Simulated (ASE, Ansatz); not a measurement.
# Forces and charges in generalised stacking fault on (110) of a LiCl-LiBr solid solution (56 atoms), part 2 of 2

What does DFT give for generalised stacking fault on (110) of a LiCl-LiBr solid solution (56 atoms) as built?

Ansatz 0.2.0; Kohn-Sham DFT, PBE, PAW (set soft_2), plane waves.

The cell: 28 Li, 10 Br and 18 Cl. The cell is under 6 Å thick along one periodic direction. The host structure and its lattice constant were typed by rule, without a check against the phase diagram.

So far. Step 2 (Plane-wave single point): Mean Löwdin charges: Br -0.55, Cl -0.63, Li +0.66 e (they miss 0.62 % of the electrons, so they add up to more than the cell's charge).

## 3. Local order

These statistics describe the geometry on which the runs were made.

Density 2.63 g/cm³, 18.40 Å³ an atom.

g(r), total and by pair (bins of 0.2 Å):

| r (Å) | total | Li-Li | Li-Cl | Li-Br | Cl-Cl | Cl-Br | Br-Br |
| --- | --- | --- | --- | --- | --- | --- | --- |
| 2.00 | 0.24 | 0.00 | 0.19 | 1.02 | 0.00 | 0.00 | 0.00 |
| 2.20 | 0.00 | 0.00 | 0.00 | 0.00 | 0.00 | 0.00 | 0.00 |
| 2.40 | 0.00 | 0.00 | 0.00 | 0.00 | 0.00 | 0.00 | 0.00 |
| 2.60 | 6.05 | 0.00 | 12.45 | 11.45 | 0.00 | 0.00 | 0.00 |
| 2.80 | 0.00 | 0.00 | 0.00 | 0.00 | 0.00 | 0.00 | 0.00 |
| 3.00 | 0.00 | 0.00 | 0.00 | 0.00 | 0.00 | 0.00 | 0.00 |
| 3.20 | 0.00 | 0.00 | 0.00 | 0.00 | 0.00 | 0.00 | 0.00 |
| 3.40 | 0.19 | 0.38 | 0.00 | 0.00 | 0.00 | 0.40 | 1.49 |
| 3.60 | 0.35 | 0.46 | 0.00 | 0.00 | 0.75 | 1.18 | 0.60 |
| 3.80 | 5.55 | 11.30 | 0.00 | 0.00 | 12.05 | 10.00 | 10.05 |
| 4.00 | 0.00 | 0.00 | 0.00 | 0.00 | 0.00 | 0.00 | 0.00 |
| 4.20 | 0.12 | 0.00 | 0.09 | 0.48 | 0.00 | 0.00 | 0.00 |
| 4.40 | 0.22 | 0.44 | 0.00 | 0.00 | 0.14 | 0.72 | 0.44 |
| 4.60 | 2.61 | 0.00 | 5.30 | 5.05 | 0.00 | 0.00 | 0.00 |
| 4.80 | 0.00 | 0.00 | 0.00 | 0.00 | 0.00 | 0.00 | 0.00 |
| 5.00 | 0.42 | 0.33 | 0.38 | 0.74 | 0.00 | 0.36 | 1.31 |
| 5.20 | 1.49 | 2.82 | 0.12 | 0.17 | 3.27 | 2.29 | 3.54 |
| 5.40 | 0.01 | 0.04 | 0.00 | 0.00 | 0.00 | 0.00 | 0.00 |
| 5.60 | 0.07 | 0.00 | 0.05 | 0.27 | 0.00 | 0.00 | 0.00 |
| 5.80 | 3.76 | 0.00 | 7.97 | 6.78 | 0.00 | 0.00 | 0.00 |
| 6.00 | 0.81 | 0.00 | 1.53 | 1.75 | 0.00 | 0.00 | 0.00 |
| 6.20 | 0.00 | 0.00 | 0.00 | 0.00 | 0.00 | 0.00 | 0.00 |
| 6.40 | 3.88 | 7.76 | 0.00 | 0.00 | 8.05 | 7.79 | 6.70 |
| 6.60 | 0.00 | 0.00 | 0.00 | 0.00 | 0.00 | 0.00 | 0.00 |
| 6.80 | 0.47 | 0.54 | 0.28 | 0.63 | 0.16 | 0.88 | 0.53 |
| 7.00 | 0.02 | 0.00 | 0.03 | 0.06 | 0.00 | 0.00 | 0.00 |
| 7.20 | 0.01 | 0.00 | 0.02 | 0.03 | 0.00 | 0.00 | 0.00 |
| 7.40 | 1.74 | 3.18 | 0.23 | 0.41 | 3.30 | 3.04 | 3.27 |

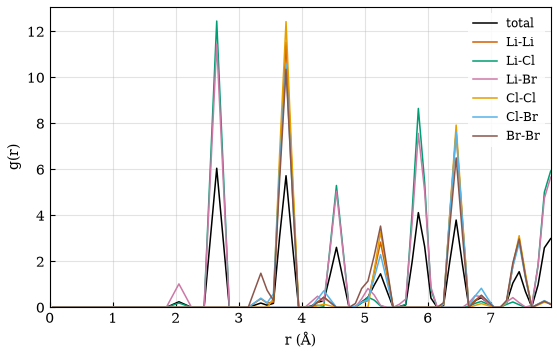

Pair distribution functions, lightly smoothed.

Bonds by pair of elements; cutoffs follow the first minimum of g(r), held within bounds set by covalent radii, and pairs that aren't listed don't count as bonded:

| pair A-B | cutoff (Å) | bonds | mean length (Å) | spread (Å) | shortest (Å) | B about A | A about B |
| --- | --- | --- | --- | --- | --- | --- | --- |
| Li-Cl | 3.06 | 107 | 2.63 | 0.055 | 2.08 | 3.82 | 5.94 |
| Li-Br | 3.02 | 57 | 2.60 | 0.129 | 2.05 | 2.04 | 5.7 |

How many atoms have how many bonded neighbours:

| element | mean | 5 | 6 |
| --- | --- | --- | --- |
| Br | 5.7 | 3 | 7 |
| Cl | 5.94 | 1 | 17 |
| Li | 5.86 | 4 | 24 |

Bond angles (no mean is given where the spread exceeds 20°):

| angle | count | mean (°) | spread (°) |
| --- | --- | --- | --- |
| Li-Cl-Li | 265 | - | - |
| Cl-Li-Cl | 177 | - | - |
| Br-Li-Cl | 172 | - | - |
| Li-Br-Li | 135 | - | - |
| Br-Li-Br | 51 | - | - |

Bond length by coordination (bonds to H left out):

| element | coordination | atoms | mean bond length (Å) |
| --- | --- | --- | --- |
| Br | 5 | 3 | 2.52 |
| Br | 6 | 7 | 2.63 |
| Cl | 5 | 1 | 2.52 |
| Cl | 6 | 17 | 2.63 |
| Li | 5 | 4 | 2.52 |
| Li | 6 | 24 | 2.63 |

By these cutoffs 70 % of Br atoms have 6, 94 % of Cl atoms have 6 and 86 % of Li atoms have 6 bonded neighbours.

Local excerpt of 15 atoms (numbers count through the whole input) about Li29, which has 5 bonded neighbours where the commonest count for Li is 6; x, y, z are measured from there.

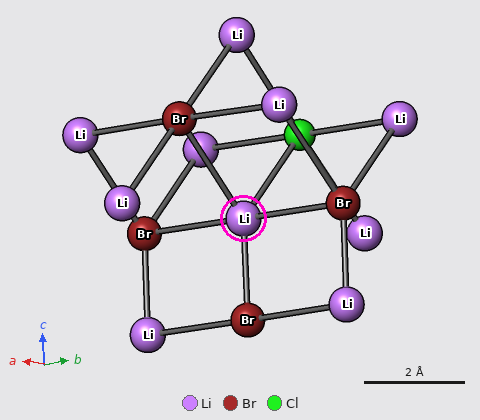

The atoms of the table, within 3.8 Å (arrows a, b, c point along x, y, z); some may hide others; the central atom is ringed.

| atom | x | y | z | distance (Å) | bonds | Löwdin charge (e) | Fx | Fy | Fz (eV/Å) |
| --- | --- | --- | --- | --- | --- | --- | --- | --- | --- |
| Li29 | 0.00 | 0.00 | 0.00 | 0.00 | 5 | 0.64 | -0.11 | 0.00 | 2.43 |
| Br56 | -0.03 | -0.01 | -2.05 | 2.05 | 5 | -0.56 | 0.00 | -0.03 | -2.68 |
| Br44 | 1.83 | -0.03 | 1.88 | 2.62 | 6 | -0.54 | 0.04 | 0.04 | -0.15 |
| Cl30 | -1.86 | -0.03 | 1.85 | 2.63 | 6 | -0.63 | -0.05 | 0.04 | -0.04 |
| Br16 | -0.01 | 2.63 | 0.00 | 2.63 | 5 | -0.57 | -0.06 | -0.03 | 2.67 |
| Br16 | -0.01 | -2.64 | 0.00 | 2.64 | 5 | -0.57 | -0.06 | -0.03 | 2.67 |
| Li15 | -0.01 | 2.63 | -2.05 | 3.33 | 5 | 0.66 | 0.00 | -0.01 | -2.59 |
| Li15 | -0.01 | -2.64 | -2.05 | 3.34 | 5 | 0.66 | 0.00 | -0.01 | -2.59 |
| Li17 | 1.83 | 2.61 | 1.85 | 3.69 | 6 | 0.64 | 0.01 | 0.00 | 0.19 |
| Li3 | -1.88 | 2.60 | 1.86 | 3.71 | 6 | 0.66 | 0.00 | 0.01 | 0.18 |
| Li43 | 3.71 | -0.01 | 0.01 | 3.71 | 5 | 0.67 | 0.13 | -0.01 | 1.07 |
| Li17 | 1.83 | -2.65 | 1.85 | 3.72 | 6 | 0.64 | 0.01 | 0.00 | 0.19 |
| Li31 | -0.02 | -0.02 | 3.72 | 3.72 | 6 | 0.66 | -0.27 | 0.00 | 0.02 |
| Li43 | -3.74 | -0.01 | 0.01 | 3.74 | 5 | 0.67 | 0.13 | -0.01 | 1.07 |
| Li3 | -1.88 | -2.67 | 1.86 | 3.76 | 6 | 0.66 | 0.00 | 0.01 | 0.18 |

The column of bonds counts only the pairs Li-Cl within 3.06 Å, Li-Br within 3.02 Å; other neighbours, such as metal atoms beside each other in a compound, aren't counted, and periodic images can show an atom twice.

## 4. What came out

```json
{
 "free energy per atom": "-947.9986 eV/atom",
 "density": "2.63 g/cm³",
 "pressure": "1.414 GPa",
 "r.m.s. force component": "0.5037 eV/Å",
 "gap (highest filled to lowest empty level)": "5.327 eV",
 "wall time of the 1 DFT run": "24 s"
}
```

**Reading.** Between filled and empty levels lie 5.33 eV on the run's k-points; the mesh holds the band edges only if they fold onto it, so the gap at this level can be narrower or closed, while semilocal functionals tend to narrow gaps against experiment. By these cutoffs 70 % of Br atoms have 6, 94 % of Cl atoms have 6 and 86 % of Li atoms have 6 bonded neighbours.

What to keep in mind: The geometry was built by rule, was displaced at random and isn't relaxed at this level: its force components are 0.50 eV/Å r.m.s.

[Logs are printed without paths, hosts, clocks, repeated set-up lines and the standing remarks that a program may print on its own settings, such as how far it seeks lower states.]

[Hosts, paths, dates, database ids (printed as entryN), source tags and the programs' standing remarks are cut or masked in the printed files.]
